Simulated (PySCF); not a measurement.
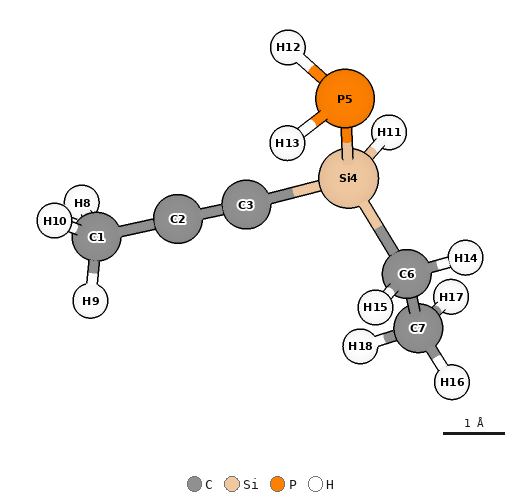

**Figure 1.** The input geometry of run 1 (ball-and-stick view, seen at an oblique angle; atoms are numbered from 1 in the order of the input). Bond lengths as drawn: C–C 1.21 to 1.52 Å, C–H 1.09 Å, C–Si 1.85 to 1.91 Å, H–P 1.38 Å, H–Si 1.47 Å and P–Si 2.26 Å.

**Two runs on C$_{5}$H$_{11}$PSi**

System: C$_{5}$H$_{11}$PSi.
Method of run 1: GIAO PBE0/def2-SVPD NMR shielding, non-relativistic, gas phase (PySCF 2.14.0).

The geometry comes from this level: GFN2-xTB. Text and figures count atoms from 1; the logs count them from 0 in places.

**Input file, run 1**
```
{"job": {"kind": "nmr", "xc": "PBE0", "basis": "def2-SVPD", "pop": true}, "charge": 0, "multiplicity": 1}
C      3.372455    -0.283855    -0.879794
C      2.068165     0.001200    -0.328286
C      0.977623     0.220957     0.139456
Si    -0.677201     0.671473     0.833874
P     -1.126074     2.865426     0.567142
C     -2.041320    -0.342831    -0.033027
C     -1.881736    -1.838839     0.198617
H      4.090137    -0.434969    -0.073688
H      3.331594    -1.184803    -1.491403
H      3.705351     0.549139    -1.498825
H     -0.653373     0.408230     2.283692
H      0.115176     3.268235     1.019948
H     -0.722160     2.919769    -0.753635
H     -3.018115    -0.021257     0.334809
H     -2.033964    -0.143967    -1.106917
H     -2.673132    -2.398199    -0.298232
H     -1.917788    -2.067484     1.261222
H     -0.924398    -2.181906    -0.186609
```

The first line tells a small driver script what to run in PySCF; the rest is the geometry in Å.

Launched with:
```bash
OMP_NUM_THREADS=1 python <driver script> task.json out
```

Hardware: 1 CPU thread, shared host.

**Output (run 1)**
```
coarse grid: 15504 points
cycle   1  E = -826.9771087657  dE =  4.474e-01  |g| = 4.526e-01  |ddm| = 7.912e+00
cycle   2  E = -826.9609221616  dE =  1.619e-02  |g| = 5.141e-01  |ddm| = 2.142e+00
cycle   3  E = -827.0300263781  dE = -6.910e-02  |g| = 1.368e-01  |ddm| = 9.326e-01
cycle   4  E = -827.0343863386  dE = -4.360e-03  |g| = 4.826e-02  |ddm| = 2.708e-01
cycle   5  E = -827.0349638256  dE = -5.775e-04  |g| = 1.158e-02  |ddm| = 8.311e-02
cycle   6  E = -827.0350016907  dE = -3.787e-05  |g| = 1.937e-03  |ddm| = 2.608e-02
cycle   7  E = -827.0350026751  dE = -9.844e-07  |g| = 5.641e-04  |ddm| = 7.587e-03
final grid: 138984 points
cycle   8  E = -827.1382270777  dE = -2.874e-05  |g| = 7.240e-03  |ddm| = 1.148e-01
cycle   9  E = -827.1382222001  dE =  4.878e-06  |g| = 8.350e-03  |ddm| = 2.490e-02
cycle  10  E = -827.1382414827  dE = -1.928e-05  |g| = 8.805e-04  |ddm| = 1.240e-02
cycle  11  E = -827.1382416512  dE = -1.685e-07  |g| = 3.560e-04  |ddm| = 1.836e-03
cycle  12  E = -827.1382416811  dE = -2.998e-08  |g| = 1.075e-04  |ddm| = 6.686e-04
cycle  13  E = -827.1382416842  dE = -3.063e-09  |g| = 1.919e-05  |ddm| = 1.877e-04
cycle  14  E = -827.1382416843  dE = -1.069e-10  |g| = 5.526e-06  |ddm| = 5.537e-05
converged SCF energy = -827.1382416843

GIAO shielding tensors (ppm)
atom      isotropic    diamagn.    paramagn.     s11        s22        s33       span
  0 C      191.406     279.825     -88.419    184.310    185.282    204.626     20.316
  1 C       90.562     272.733    -182.171      6.102      9.311    256.274    250.172
  2 C      116.051     265.578    -149.527     35.408     39.879    272.867    237.459
  3 Si     447.391     894.287    -446.896    425.614    432.084    484.474     58.860
  4 P      645.984     963.128    -317.144    596.027    660.386    681.540     85.513
  5 C      182.705     255.789     -73.085    174.224    183.953    189.937     15.712
  6 C      184.055     258.225     -74.170    177.252    181.148    193.765     16.513
  7 H       29.729      25.483       4.246     24.746     27.970     36.472     11.726
  8 H       29.763      31.473      -1.710     24.609     28.304     36.376     11.767
  9 H       29.778      26.948       2.830     24.683     28.306     36.345     11.662
 10 H       27.058      36.048      -8.991     24.579     25.027     31.566      6.988
 11 H       30.691      32.104      -1.413     25.954     27.986     38.131     12.177
 12 H       30.840      34.499      -3.658     26.377     28.586     37.559     11.182
 13 H       30.964      33.876      -2.913     25.458     30.503     36.930     11.473
 14 H       30.938      36.003      -5.065     26.630     30.378     35.807      9.177
 15 H       30.472      24.076       6.395     25.393     27.804     38.218     12.826
 16 H       30.873      31.535      -0.663     26.555     28.993     37.070     10.515
 17 H       30.502      38.711      -8.209     25.407     30.374     35.725     10.317
```

For run 2 the input was changed thus:
```diff
-"xc": "PBE0"
-"basis": "def2-SVPD"
+"xc": "LDA"
+"basis": "3-21G"
```

Predict how the results change.

The total energies belong to different models, so their difference says nothing on which is more stable or more accurate. The HOMO goes from −7.01 to −5.81 eV. The LUMO goes from 0.04 to −0.61 eV. The dipole moment goes from 2.08 to 2.82 D. Of all shieldings, the largest change is that of Si4, by +55.9 ppm. The functional changes from PBE0 to LDA. The SCF takes 13 iterations against 14. The basis functions go from 236 to 93.

**Output (run 2)**
```
coarse grid: 15504 points
cycle   1  E = -819.1244633516  dE = -6.498e-02  |g| = 5.955e-01  |ddm| = 4.286e+00
cycle   2  E = -818.9955455656  dE =  1.289e-01  |g| = 8.993e-01  |ddm| = 1.838e+00
cycle   3  E = -819.2031508792  dE = -2.076e-01  |g| = 2.820e-01  |ddm| = 1.189e+00
cycle   4  E = -819.2238504791  dE = -2.070e-02  |g| = 5.794e-02  |ddm| = 3.274e-01
cycle   5  E = -819.2246159230  dE = -7.654e-04  |g| = 2.419e-02  |ddm| = 9.097e-02
cycle   6  E = -819.2247812264  dE = -1.653e-04  |g| = 2.982e-03  |ddm| = 3.252e-02
cycle   7  E = -819.2247839979  dE = -2.771e-06  |g| = 9.396e-04  |ddm| = 5.868e-03
final grid: 138984 points
cycle   8  E = -819.3299920026  dE = -1.339e-05  |g| = 2.727e-03  |ddm| = 2.391e-02
cycle   9  E = -819.3299901640  dE =  1.839e-06  |g| = 3.842e-03  |ddm| = 7.687e-03
cycle  10  E = -819.3299940338  dE = -3.870e-06  |g| = 2.345e-04  |ddm| = 4.447e-03
cycle  11  E = -819.3299940387  dE = -4.882e-09  |g| = 2.266e-04  |ddm| = 5.306e-04
cycle  12  E = -819.3299940517  dE = -1.307e-08  |g| = 5.266e-05  |ddm| = 2.470e-04
cycle  13  E = -819.3299940526  dE = -8.295e-10  |g| = 7.223e-06  |ddm| = 7.501e-05
converged SCF energy = -819.3299940526

GIAO shielding tensors (ppm)
atom      isotropic    diamagn.    paramagn.     s11        s22        s33       span
  0 C      200.309     249.523     -49.214    191.630    191.940    217.357     25.728
  1 C      104.647     266.545    -161.898     28.148     30.984    254.808    226.660
  2 C      131.670     275.276    -143.606     60.537     64.824    269.649    209.112
  3 Si     503.299     882.298    -378.999    469.962    491.616    548.319     78.357
  4 P      663.458     959.194    -295.736    624.853    667.111    698.409     73.556
  5 C      195.681     245.903     -50.223    186.718    193.743    206.583     19.865
  6 C      194.314     246.081     -51.767    185.196    189.053    208.694     23.498
  7 H       30.621      28.765       1.856     25.532     28.725     37.607     12.074
  8 H       30.662      29.042       1.621     25.477     29.008     37.502     12.026
  9 H       30.657      28.926       1.731     25.532     29.008     37.432     11.900
 10 H       27.818      28.646      -0.828     24.729     25.534     33.192      8.464
 11 H       31.500      30.869       0.631     26.515     28.132     39.852     13.338
 12 H       31.565      31.177       0.388     27.001     28.733     38.961     11.960
 13 H       31.691      31.305       0.386     25.456     31.160     38.455     12.999
 14 H       31.584      30.218       1.366     26.360     31.117     37.275     10.916
 15 H       31.240      30.717       0.523     25.675     28.477     39.568     13.893
 16 H       31.542      29.768       1.774     26.789     29.813     38.023     11.235
 17 H       31.168      28.762       2.406     25.428     31.244     36.831     11.403
```

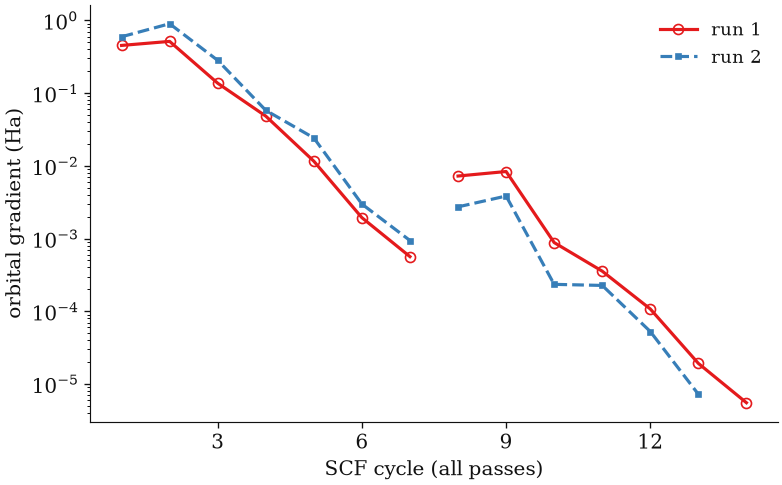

**Figure 2.** Convergence of the two runs: orbital gradient against the SCF cycle. A break in a curve parts two SCF passes (coarse and final grid). Run 1 takes 14 cycles in all, and run 2 takes 13.

**The two runs side by side**

| quantity | run 1 | run 2 |
| --- | --- | --- |
| outcome | converged | converged |
| total energy (hartree) | −827.138242 | −819.329994 |
| HOMO (eV) | −7.01 | −5.81 |
| LUMO (eV) | 0.04 | −0.61 |
| dipole moment (D) | 2.08 | 2.82 |
| shielding of C1 (ppm) | 191.4 | 200.3 |
| shielding of C2 (ppm) | 90.6 | 104.6 |
| shielding of C3 (ppm) | 116.1 | 131.7 |
| shielding of Si4 (ppm) | 447.4 | 503.3 |
| shielding of P5 (ppm) | 646.0 | 663.5 |
| shielding of C6 (ppm) | 182.7 | 195.7 |
| shielding of C7 (ppm) | 184.1 | 194.3 |
| SCF iterations | 14 | 13 |
| basis functions | 236 | 93 |
| wall time (shared host) | 35 s | 9.4 s |
